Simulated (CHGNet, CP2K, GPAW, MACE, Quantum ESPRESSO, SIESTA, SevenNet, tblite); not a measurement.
## Generalised stacking fault on (111) (shuffle set) of a GaAs-GaSb solid solution (48 atoms): one structure in several programs

Wanted: errors and costs of other methods on generalised stacking fault on (111) (shuffle set) of a GaAs-GaSb solid solution (48 atoms). A plane-wave run serves as the reference.

Program: Quantum ESPRESSO 7.5. Level of theory: Kohn-Sham DFT, PBE, SSSP efficiency 1.3.0 pseudopotentials, plane waves. Results are calculated unless marked as measured.

## Step 1: The structure

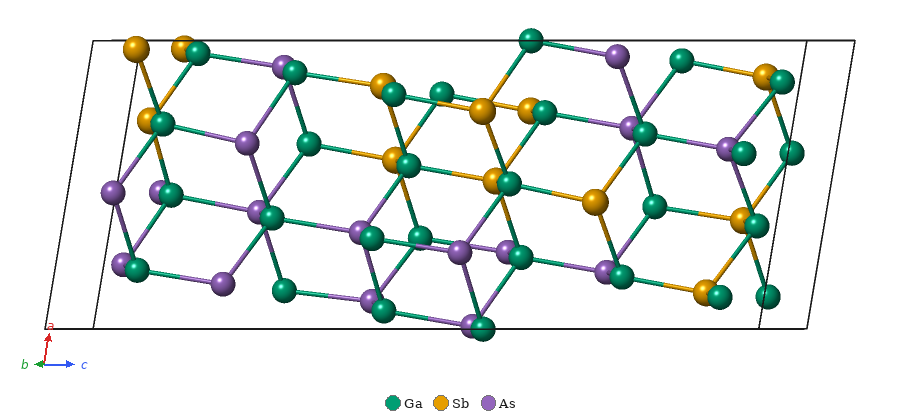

The cell as given, from the side, with the c axis across the page (gallium teal, antimony orange, arsenic purple). Some periodic images of atoms are drawn too.

The cell holds 48 atoms: 24 Ga, 10 Sb and 14 As. Its edges and angles: a = 8.267 Å, b = 7.159 Å, c = 20.540 Å, α = 90.0°, β = 80.3°, γ = 90.0°. It derives from GaAs. Zinc-blende GaAs lattice (a = 5.8453 Å, the value set for the mixture), cell with z along [111], 2 x 1 x 2 periods; the third cell vector is tilted by 0.833 of 1/2[1-10] and lengthened by 0 Å, so the cell holds one fault (shuffle set); displaced by a Gaussian of 0.01 Å; 10 of 24 As sites given to Sb at random (lattice constant by Vegard's rule between GaAs and GaSb). Then every atom was moved at random, 0.03 Å r.m.s. a Cartesian component. The structure's axis is c.

## Step 2: Reference: Quantum ESPRESSO, plane waves

The input, pw.in:

```
&control
  calculation = 'scf'
  pseudo_dir = './pseudo'
  outdir = './tmp'
  disk_io = 'none'
  tprnfor = .true.
  tstress = .true.
/
&system
  ibrav = 0
  nat = 48
  ntyp = 3
  ecutwfc = 70
  ecutrho = 560
  nosym = .true.
  occupations = 'smearing'
  smearing = 'fd'
  degauss = 0.003675
/
&electrons
  conv_thr = 2.4e-07
  electron_maxstep = 100
  mixing_beta = 0.2
  mixing_mode = 'local-TF'
  diagonalization = 'david'
/
ATOMIC_SPECIES
Ga 69.723 Ga.upf
Sb 121.760 Sb.upf
As 74.922 As.upf
CELL_PARAMETERS angstrom
8.26650 0.00000 0.00000
0.00000 7.15900 0.00000
3.44440 0.00000 20.24871
ATOMIC_POSITIONS crystal
Ga 0.35793 0.49985 0.93972
Sb 0.72155 0.49674 0.06505
Ga 0.71065 0.82609 0.10555
As 0.64420 0.83577 0.22876
Ga 0.85640 0.49411 0.94116
As 0.22222 0.49773 0.06127
Ga 0.20394 0.82905 0.10401
As 0.15572 0.83400 0.22774
Ga 0.11095 0.00009 0.93825
As 0.47222 0.99837 0.06345
Ga 0.46348 0.33888 0.10100
As 0.40459 0.33549 0.22831
[... 32 atom lines left out ...]
Ga 0.67623 0.66339 0.77263
As 0.62404 0.66559 0.89310
Ga 0.92962 0.16643 0.77347
Sb 0.87330 0.17476 0.89589
K_POINTS gamma
```

The run is started by

```sh
> OMP_NUM_THREADS=1 mpirun -np 4 pw.x -in pw.in > output.txt
```

Numbers of over 12 decimals in the logs are rounded to 6 here.

The log of the run:

```text
Program PWSCF
     gamma-point specific algorithms are used
     one sub-group per band group will be used
     scalapack distributed-memory algorithm (size of sub-group:  2*  2 procs)
     Parallelization info
     sticks:   dense  smooth     PW     G-vecs:    dense   smooth      PW
     Min        2350    1176    291               452372   159906   19977
     Max        2351    1178    296               452391   159918   19984
     Sum        9401    4707   1173              1809511   639651   79917
     bravais-lattice index     =            0
     lattice parameter (alat)  =      15.6214  a.u.
     unit-cell volume          =    8086.6378 (a.u.)^3
     number of atoms/cell      =           48
     number of atomic types    =            3
[... lines left out ...]
     scf convergence threshold =      2.4E-07
[... lines left out ...]
     number of k points=     1  Fermi-Dirac smearing, width (Ry)=  0.0037
[... lines left out ...]
     total energy              =   -8779.47809778 Ry
[... lines left out ...]
     total energy              =   -8768.83232883 Ry
[... lines left out ...]
     total energy              =   -8773.99433678 Ry
[... lines left out ...]
     c_bands:  2 eigenvalues not converged
[... lines left out ...]
     total energy              =   -8774.22131385 Ry
[... lines left out ...]
     total energy              =   -8774.22131407 Ry
[... lines left out ...]
   -21.5624 -21.5476 -21.5446 -21.5317 -21.5264 -21.5073 -21.5001 -21.4923
   -21.4861 -21.4674 -21.4674 -21.4603 -21.4536 -21.4509 -21.4506 -21.4405
[...]
10.8646  10.9198  11.1160  11.1377  11.1737  11.1838  11.2702  11.3137
    11.4550  11.4717  11.4834  11.5048  11.5398  11.5444  11.5663  11.5968
    11.6155  11.6375  11.6820  11.7061  11.7378  11.7498  11.7844
     the Fermi energy is     7.5313 ev
!    total energy              =   -8774.22131396 Ry
     estimated scf accuracy    <       0.00000022 Ry
     smearing contrib. (-TS)   =      -0.01122632 Ry
     internal energy E=F+TS    =   -8774.21008763 Ry
     The total energy is F=E-TS. E is the sum of the following terms:
     one-electron contribution =   -4103.03772456 Ry
     hartree contribution      =    2471.57388914 Ry
     xc contribution           =   -1486.68470147 Ry
     ewald contribution        =   -2986.73415617 Ry
     one-center paw contrib.   =   -2669.32739459 Ry
     convergence has been achieved in  39 iterations
     Forces acting on atoms (cartesian axes, Ry/au):
     atom    1 type  1   force =     0.01951280   -0.00547749    0.02630845
     atom    2 type  2   force =     0.03290171    0.03717097   -0.04783966
     atom    3 type  1   force =    -0.05849046    0.02325727    0.04242687
[...]
atom   47 type  1   force =    -0.00670917   -0.02206662   -0.06840149
     atom   48 type  2   force =     0.01069695   -0.02710913    0.00737400
     Total force =     0.364663     Total SCF correction =     0.001949
     Computing stress (Cartesian axis) and pressure
          total   stress  (Ry/bohr**3)                   (kbar)     P=       50.00
   0.00074481   0.00001900   0.00003627          109.57        2.79        5.34
   0.00001900   0.00010142  -0.00000709            2.79       14.92       -1.04
   0.00003627  -0.00000709   0.00017337            5.34       -1.04       25.50
     Message from routine punch:
     Nothing written, as per user request (disk_io='none')
```

The job ended after 11 min (4 MPI ranks of Arm Neoverse V2, shared host; peak memory 4.7 GiB).

Banners, paths, timers and routine set-up lines are dropped from the logs unmarked, and long logs keep their key lines alone; longer cuts are marked.

Numbers from this run:

```
r.m.s. force component : 0.7813 eV/Å
longest force          : 3.081 eV/Å
pressure               : 5 GPa
```

## Step 3: The other programs

The programs:
- CHGNet: machine-learned potential, published weights.
- CP2K 2026.2: Gaussian basis with GTH pseudopotentials and a plane-wave density; labels give functional, basis (MOLOPT sets; SR short-range, UZH the newer set with its own potentials), grid cutoff/relative cutoff and solver (OT: orbital transformation; TRS4, TC2, SIGN: linear-scaling purification with its sparsity filter), or its built-in tight binding.
- GPAW 26.7.0: PAW with atomic orbitals (LCAO), plane waves or a real-space grid of spacing h.
- MACE: machine-learned potential, published weights.
- SIESTA 5.4.2: numerical atomic orbitals, whose automatically made sets are far from complete, with PseudoDojo norm-conserving potentials that we converted to its format (checked against plane waves on the same files for H, C, O, Si, Ge and Ca alone); labels give functional, basis size, energy shift and mesh cutoff.
- SevenNet: machine-learned potential, published weights.
- tblite 0.8.0: extended tight binding, driven from Python.

All use the same cell and atoms; the electronic-structure runs use the same k-mesh, and an electronic temperature of 580 K (0.05 eV) where levels are smeared.

Differences are against the plane-wave reference, forces as r.m.s. over components; share is that over the reference's r.m.s. force, slope the least-squares factor from reference forces to these. Total energies of different programs have different zeros and aren't compared.

```
                                                                  run  Δ force, r.m.s. (meV/Å)  share (%)  slope  Δ pressure (GPa)  cores  CPU time  memory (GiB)
                                                            reference                        -          -      -                 -      4    43 min           4.7
                                               CHGNet 0.3.0 potential                      441       56.4  0.476             -1.50      1     3.1 s          0.54
                       CP2K PBE, DZVP-UZH, 800/60 Ry, diagonalisation                     26.8       3.43  1.020             0.902      2   6.2 min           5.2
         CP2K PBE, SZV-MOLOPT-SR, 800/60 Ry, diagonalisation (coarse)                      191       24.4  1.187              1.80      1   3.6 min           5.1
CP2K PBE, TZVP-MOLOPT (SR for Ga, Sb, As), 800/60 Ry, diagonalisation                     25.7       3.28  1.018             0.802      4   6.3 min           7.4
                       CP2K PBE, TZVP-UZH, 800/60 Ry, diagonalisation                     25.6       3.27  1.015             0.732      4   6.9 min           7.8
                                          GPAW LDA, LCAO dzp, h 0.2 Å                     34.3       4.39  0.993                 -      1   2.6 min           1.3
                                          GPAW PBE, LCAO dzp, h 0.2 Å                     51.2       6.55  1.054                 -      1   2.6 min           1.3
                             GPAW PBE, LCAO sz(dzp), h 0.2 Å (coarse)                      163       20.9  1.189                 -      1      48 s          0.99
                            GPAW PBE, LCAO szp(dzp), h 0.2 Å (coarse)                      127       16.2  1.142                 -      1   1.9 min           1.2
                                         MACE MP-0b3 medium potential                      283       36.3  0.740             -1.71      1     6.2 s           0.7
                         SIESTA PBE, DZP, shift 0.005 Ry, mesh 300 Ry                     33.8       4.32  1.014              1.20      1   7.6 min           1.4
                 SIESTA PBE, DZP, shift 0.01 Ry, mesh 150 Ry (coarse)                     50.1       6.41  1.002              1.02      1   2.1 min          0.57
                          SIESTA PBE, DZP, shift 0.01 Ry, mesh 300 Ry                     41.9       5.36  0.996             0.548      1     5 min           1.2
                  SIESTA PBE, SZ, shift 0.01 Ry, mesh 300 Ry (coarse)                      231       29.6  1.278              3.50      1      68 s          0.62
                          SIESTA PBE, TZP, shift 0.01 Ry, mesh 300 Ry                     41.3       5.29  1.013             0.603      2   6.4 min           1.6
                                              SevenNet l3i5 potential                      253       32.3  0.813             -1.31      1     7.8 s          0.91
                                                      tblite GFN1-xTB                      310       39.7  1.206              4.61      1     3.5 s          0.12
```

Rows marked coarse were listed beforehand as settings not expected to be converged; some can still land near the reference.

Times of the machine-learned potentials are mostly Python's start and the loading of weights.

CPU time is summed over cores on a shared host, where runs went side by side, so it is rough. Symmetry, cutoffs, thresholds, outputs and thread counts weren't matched or tuned between programs; memory under MPI is the largest rank's times the ranks.

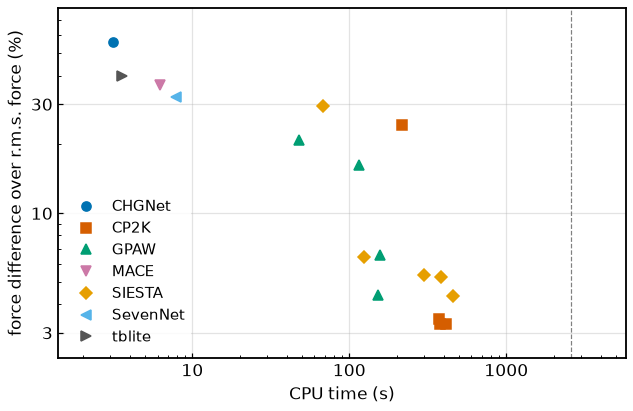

Force difference against CPU time; the dashed line marks the reference's time.

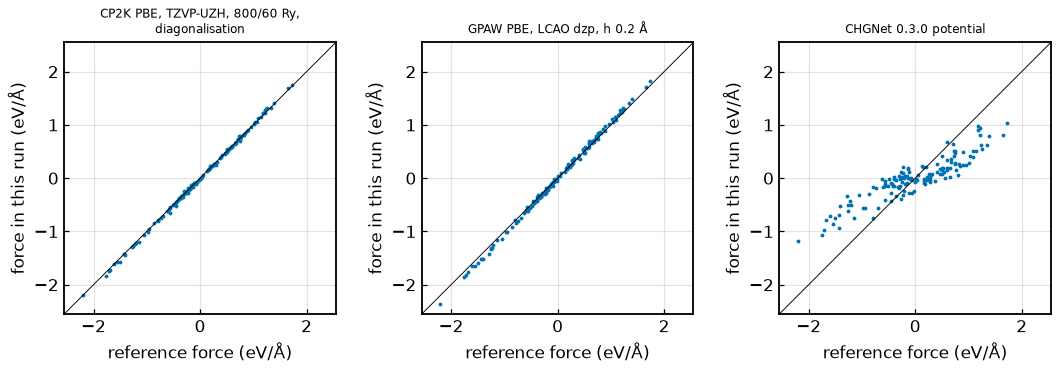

Force components against those of the reference; the line marks equality.

Mean charges by element (e), by run and scheme:

```
                                                                  run     scheme     Ga     Sb     As
                       CP2K PBE, DZVP-UZH, 800/60 Ry, diagonalisation   Mulliken  -0.03  +0.32  -0.18
                       CP2K PBE, DZVP-UZH, 800/60 Ry, diagonalisation  Hirshfeld  +0.11  -0.04  -0.16
CP2K PBE, TZVP-MOLOPT (SR for Ga, Sb, As), 800/60 Ry, diagonalisation   Mulliken  -0.27  +0.39  +0.18
CP2K PBE, TZVP-MOLOPT (SR for Ga, Sb, As), 800/60 Ry, diagonalisation  Hirshfeld  +0.11  -0.04  -0.16
                       CP2K PBE, TZVP-UZH, 800/60 Ry, diagonalisation   Mulliken  -0.23  +0.20  +0.24
                       CP2K PBE, TZVP-UZH, 800/60 Ry, diagonalisation  Hirshfeld  +0.11  -0.05  -0.16
                         SIESTA PBE, DZP, shift 0.005 Ry, mesh 300 Ry  Hirshfeld  +0.11  -0.05  -0.16
                          SIESTA PBE, DZP, shift 0.01 Ry, mesh 300 Ry  Hirshfeld  +0.11  -0.05  -0.15
                          SIESTA PBE, TZP, shift 0.01 Ry, mesh 300 Ry  Hirshfeld  +0.11  -0.04  -0.15
                                                      tblite GFN1-xTB   Mulliken  -0.03  +0.10  -0.02
```

Within one program, basis, potentials and functional, energies share a zero. Each run against its twin at the usual cutoff or grid and solver:

```
                                        run                             twin  Δ energy (meV/atom)  Δ force, r.m.s. (meV/Å)  CPU time over the twin's
SIESTA PBE, DZP, shift 0.01 Ry, mesh 150 Ry  DZP, shift 0.01 Ry, mesh 300 Ry                -43.1                     22.2                      0.42
```

A second geometry, displaced anew (every atom was moved at random, 0.06 Å r.m.s. a Cartesian component), gives an energy difference that all programs can be tested on. The reference puts it at 24.54 meV/atom.

```
                                                                  run  energy less the first geometry's (meV/atom)  error (meV/atom)  force share at the second geometry (%)
                                              SevenNet l3i5 potential                                        28.25              3.71                                    29.1
                                               CHGNet 0.3.0 potential                                        16.72             -7.82                                    48.0
                                          GPAW PBE, LCAO dzp, h 0.2 Å                                        27.43              2.89                                    8.39
                          SIESTA PBE, DZP, shift 0.01 Ry, mesh 300 Ry                                        24.96             0.419                                    5.66
                       CP2K PBE, DZVP-UZH, 800/60 Ry, diagonalisation                                        25.00             0.463                                    3.55
                                         MACE MP-0b3 medium potential                                        26.34              1.80                                    31.0
CP2K PBE, TZVP-MOLOPT (SR for Ga, Sb, As), 800/60 Ry, diagonalisation                                        24.89             0.351                                    3.36
                           SIESTA PBE, SZ, shift 0.01 Ry, mesh 300 Ry                                        34.55              10.0                                    33.5
                  CP2K PBE, SZV-MOLOPT-SR, 800/60 Ry, diagonalisation                                        39.56              15.0                                    30.8
                       CP2K PBE, TZVP-UZH, 800/60 Ry, diagonalisation                                        24.55             0.006                                    3.20
                         SIESTA PBE, DZP, shift 0.005 Ry, mesh 300 Ry                                        26.64              2.10                                    6.04
                          SIESTA PBE, TZP, shift 0.01 Ry, mesh 300 Ry                                        24.76             0.216                                    5.65
                          SIESTA PBE, DZP, shift 0.01 Ry, mesh 150 Ry                                        25.20             0.659                                    5.96
                                     GPAW PBE, LCAO szp(dzp), h 0.2 Å                                        28.06              3.52                                    17.8
                                          GPAW LDA, LCAO dzp, h 0.2 Å                                        24.68             0.139                                    3.62
                                      GPAW PBE, LCAO sz(dzp), h 0.2 Å                                        30.35              5.81                                    22.9
```

## Step 4: Outcome

```
reference r.m.s. force component                       : 0.781 eV/Å
nearest in forces                                      : a tie at 3.3 % of 2 runs: CP2K PBE, TZVP-MOLOPT (SR for Ga, Sb, As), 800/60 Ry, diagonalisation; CP2K PBE, TZVP-UZH, 800/60 Ry, diagonalisation
farthest in forces                                     : CHGNet 0.3.0 potential, 56 %
cheapest electronic-structure run beside the reference : tblite GFN1-xTB, 3.5 s of CPU time
```

The PBE runs in local orbitals, coarse settings apart, differ by 3.3 % (CP2K PBE, TZVP-UZH, 800/60 Ry, diagonalisation) to 6.6 % (GPAW PBE, LCAO dzp, h 0.2 Å); basis, grid and potentials can all enter. Tight binding differs by 40 % (tblite GFN1-xTB); it is another model, with fitted parameters of its own, and the xTB methods hold dispersion. Machine-learned potentials differ by 32 % (SevenNet l3i5 potential) to 56 % (CHGNet 0.3.0 potential); they were trained on other programs' data. Among those trained on PBE data the slope goes as low as 0.48, which softening far from their training structures can give, though the reference's k-sampling is untested too. Rows with another functional or a dispersion term differ by 4.4 % (GPAW LDA, LCAO dzp, h 0.2 Å), which mixes the change of model with differences of basis and potentials. Runs with settings chosen to be coarse differ by 6.4 % (SIESTA PBE, DZP, shift 0.01 Ry, mesh 150 Ry) to 30 % (SIESTA PBE, SZ, shift 0.01 Ry, mesh 300 Ry), their programs' other errors included. Of the electronic-structure runs that take under half the reference's CPU time, CP2K PBE, TZVP-UZH, 800/60 Ry, diagonalisation is among the nearest, at 3.3 % in 6.9 min against 43 min. SIESTA PBE, SZ, shift 0.01 Ry, mesh 300 Ry stiffens the forces by a factor of 1.28 while following their directions (correlation 0.997); the slopes of the 5 SIESTA runs lie between 1.00 and 1.28. In pressure, SIESTA PBE, SZ, shift 0.01 Ry, mesh 300 Ry misses by +3.5 GPa, at the same functional. Charges hang on model, scheme and program or settings: among these rows the mean for As runs from -0.18 to +0.24 e, even in sign. The energy difference between the two geometries, 24.5 meV/atom in the reference, is met best by CP2K PBE, TZVP-UZH, 800/60 Ry, diagonalisation (+0.006) and worst by CP2K PBE, SZV-MOLOPT-SR, 800/60 Ry, diagonalisation (coarse) (+15). In the reference: levels near the Fermi energy are neither full nor empty under the smearing, so no gap is quoted. Periodic xTB results under one method name differ between programs and library versions. The potentials hold different valence shells: 532 electrons in the reference, 292 in GPAW, 672 in SIESTA and 432 in CP2K with TZVP-UZH; this bears on time and differences. GPAW's setups keep the filled d shell of Ga in the core. The reference's pressure holds the uncorrected Pulay stress of its 70 Ry basis, so small pressure differences, and their order, may be the reference's own error. GPAW's Ga setup keeps the 3d shell in the core. Machine-learned potentials mimic data converged in k, so the reference's own k-point error enters their differences. The reference's stress is far from hydrostatic: its diagonal is 11.0, 1.5, 2.5 GPa, compression counted positive. The host structure and its lattice constant were typed by rule, without a check against the phase diagram. The reference's pressure of 5.0 GPa belongs to a cell and atoms that aren't relaxed at this level. The electronic-structure runs sample only Γ, in a cell whose shortest periodic width is 7 Å, which is coarse for a cell with partly filled levels. Spin–orbit coupling is left out, which matters for the levels of the heavy elements.

[Also dropped from logs without a mark: logging warnings of Python, and SIESTA's first energy breakdown and zero terms.]

[Logs are printed without paths, hosts, clocks, repeated set-up lines and the standing remarks that a program may print on its own settings, such as how far it seeks lower states.]

[Hosts, paths, dates, database ids (printed as entryN), source tags and the programs' standing remarks are cut or masked in the printed files.]
